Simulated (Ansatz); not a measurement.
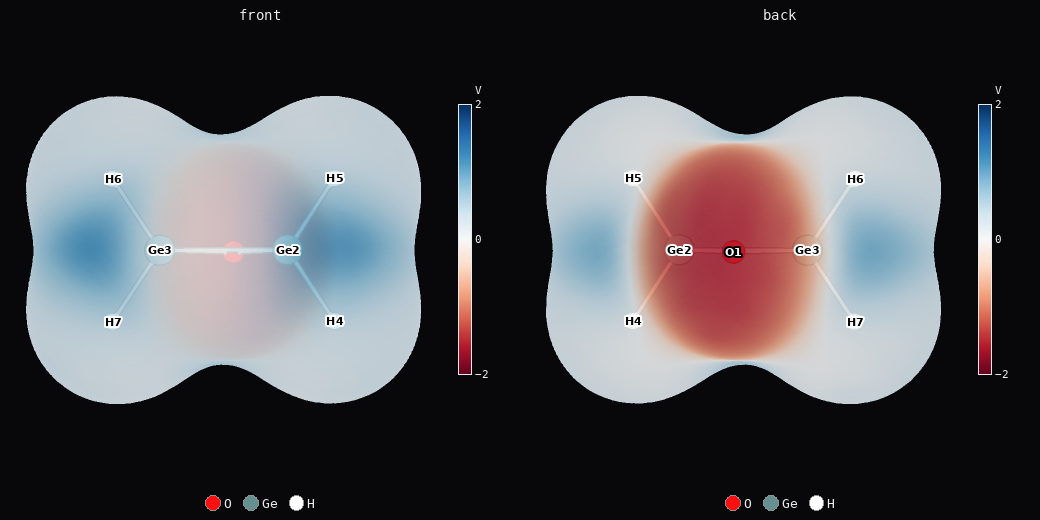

*Ge2H4O (SMILES [O]1[GeH2][GeH2]1). The molecular electrostatic potential painted on the density surface at 0.001 e/bohr³, seen from the front and from behind; red is negative and blue positive.*

Geometry: PBE0-D4/def2-TZVP.

All numbers below come from Ansatz 0.2.0, RKS PBE0-D4/def2-TZVPP.

The calculation's input:

```
crystal:
  periodic: [false, false, false]
  atoms:
    - {symbol: O, position_ang: [-0.725575, -0.619532, 0.817232]}
    - {symbol: Ge, position_ang: [-0.692876, -0.084296, -0.935355]}
    - {symbol: Ge, position_ang: [0.899152, 0.221882, 0.710501]}
    - {symbol: H, position_ang: [-0.680771, -1.268535, -1.911782]}
    - {symbol: H, position_ang: [-1.784858, 0.945492, -1.256365]}
    - {symbol: H, position_ang: [0.971419, 1.475581, 1.593083]}
    - {symbol: H, position_ang: [2.074809, -0.738593, 0.936984]}
basis:
  gaussian: {orbitals: def2-TZVPP}
hamiltonian: {xc: pbe0, dispersion: d4}
output: {orbitals: {seedname: orbitals}}
```

Launched as:

```sh
ansatz run in.yaml --threads 2 --pin off --events-out ev --progress --plain --max-ram 4352MiB
```

Q: Which sites attract a positive test charge, and which a negative one?

A: A positive charge is drawn to the negative regions and a negative charge to the positive ones. The most negative region (about −1.6 V, or −37 kcal/mol for a unit charge) lies over O1, the most positive (about +1.2 V, or +28 kcal/mol for a unit charge) over Ge2 and Ge3. O1 is the likeliest acceptor of a hydrogen bond.
